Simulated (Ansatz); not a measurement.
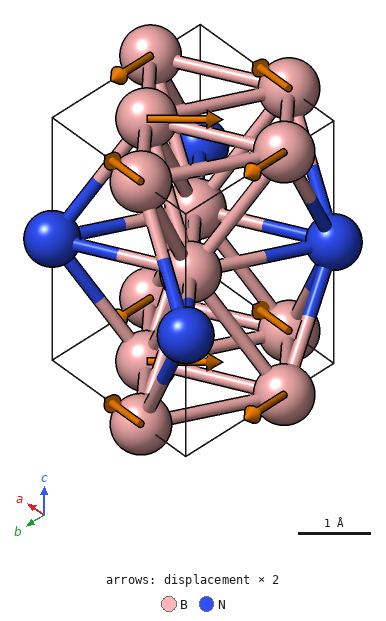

A relaxation of crystalline B5N (a generated structure, set up in P-62m) (coarse preliminary run). The starting structure is drawn; orange arrows show the displacements (the part carried along by the change of the cell is left out), 2 times their true length.

Style: ball-and-stick. Shown: the cell of the calculation, from a free direction.

Level of theory: Ansatz, DFT PBE, scalar-relativistic, plane waves, PAW.

The input:
```yaml
crystal:
  lattice:
    - [3.92027746, 0.0, 0.0]
    - [-1.96013873, 3.39505987, 0.0]
    - [0.0, 0.0, 3.66360871]
  atoms:
    - { symbol: B, position: [0.66478544, 0.66478544, 0.0] }
    - { symbol: B, position: [0.33333333, 0.66666667, 0.5] }
    - { symbol: B, position: [0.0, 0.33521456, 0.0] }
    - { symbol: B, position: [0.33521456, 0.0, 0.0] }
    - { symbol: B, position: [0.66666667, 0.33333333, 0.5] }
    - { symbol: "N", position: [0.0, 0.0, 0.5] }
basis:
  ecutwfc: 420
kpoints:
  mp_grid: { grid: [6, 6, 6] }
hamiltonian:
  xc: pbe
scf:
  occupations: { method: gaussian, width: 0.1 }
  lower_state_search: "off"
output:
  forces: true
  stress: true
  eigenvalues: true
relax:
  adjacent_minimum: "off"
  f_tol: 0.04
  max_steps: 70
  cell: { stress_tol: 0.4 }
```

Command:
```bash
ansatz run input.yaml --threads 1 --pin off --max-ram 2560MiB --backend cpu --events-out ev --progress --plain --runs-dir out
```

Question: Which element moves most?

Answer: Boron: up to 0.54 Å, against 0.00 Å for nitrogen.

Question: What did the optimiser do to the structure, and how much energy did it gain?

Answer: The largest moves relative to the cell, 0.54 Å, are those of B1, B3 and B4. B4 goes along +a. N stays in place. The drawn cell changes as follows: a = b 3.920 → 3.296 Å (−15.9 %), c 3.664 → 5.785 Å (+57.9 %); the volume changes by +11.6 %. Near-neighbour distances that change, for instance: B1–N6 2.254 → 3.327 Å, B1–B2 2.248 → 3.045 Å, B1–B3 2.257 → 1.648 Å, B1–B3 (another image) 2.276 → 2.848 Å. The space group (tolerance 0.01 Å) goes from P-62m (No. 189) to P6/mmm (No. 191). Over 26 accepted moves (30 points after the start) the energy falls by 716 meV per atom. The largest force component goes from 0.85 to 0.00018 eV/Å. The pressure goes from −35.26 to 0.08 GPa. At 4 points the geometry stayed and the basis and grid were re-selected for the new cell (energy shift of 24.7 meV per atom at most each time). Cost: 82 s on 1 thread of Arm Neoverse V1, with other jobs on the host, peak memory 0.33 GiB.
